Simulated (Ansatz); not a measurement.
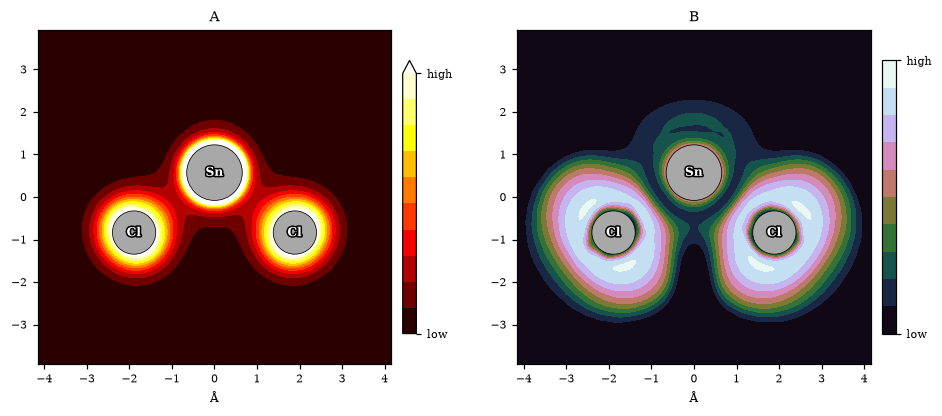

Cl₂H₂OSn: 2 fields on the plane of atoms Cl4, Sn1 and Cl6, with unlabelled colour scales. Grey discs cover the atomic cores.

Core potentials replace the inner electrons of Sn.

Computed with RKS B3LYP/def2-SVP (Ansatz).

**The panels show electron density and electron localisation function in some order. Assign them.**

Panel A: electron density. Panel B: electron localisation function. From the grid: Sn–Cl (2.36 Å): ρ at the midpoint is about 0.53 e/Å³; the ELF peaks at about 0.80 in the valence shell of Cl, 0.9 Å from its nucleus, and drops to about 0.15 between the two atoms.
